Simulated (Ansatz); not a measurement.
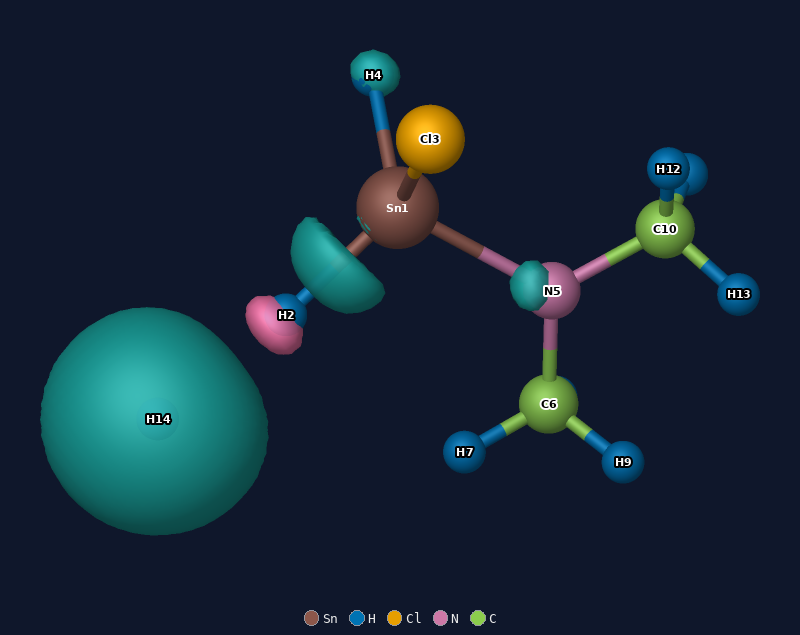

Figure 1: C₂H₈ClNSn···H (doublet). Isosurfaces of the spin density (α minus β) at +0.015 (teal) and −0.015 e/Å³ (pink), seen at a tilt.

Core potentials replace the inner electrons of Sn.

Level of theory: Ansatz 0.2.0, UKS PBE/def2-SVP.

```xyz
14

Sn   -0.0374    0.0038   -0.0219
H    -0.0177   -0.0774    1.7170
Cl    2.1876   -0.0256   -0.8986
H    -0.6789    1.4333   -0.7547
N    -0.9048   -1.7203   -0.6859
C    -1.7043   -2.5338    0.2086
H    -1.4082   -2.3633    1.2673
H    -2.8079   -2.3498    0.1415
H    -1.5427   -3.6183   -0.0024
C    -0.9518   -2.0327   -2.1032
H    -1.8227   -1.5850   -2.6513
H    -0.0189   -1.6983   -2.6141
H    -1.0144   -3.1381   -2.2419
H    -0.0221   -0.0063    3.5741
```

Question: Where is the unpaired spin?

Answer: The unpaired spin (1 electron) lies mostly on H14 (about 0.9), in electrons by Hirshfeld's partition.
